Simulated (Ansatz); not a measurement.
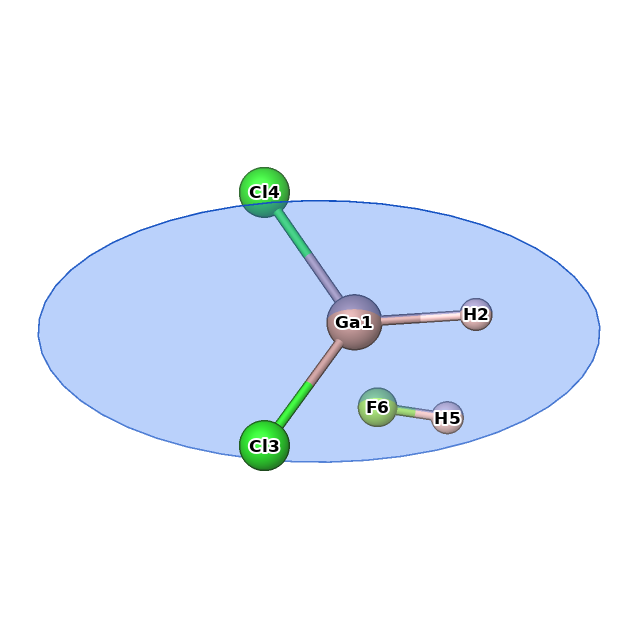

A disc through the centre of mass is drawn in. Distant atoms are faded towards the background colour. The computed geometry is a stationary point of PBE0-D4/def2-TZVP, a saddle point of order 1.

Is the plane of the disc a mirror plane of the structure?

Answer. Yes. The reflection leaves Ga1, H2, H5, F6 in place and moves Cl3 ↔ Cl4. The point group is Cs.
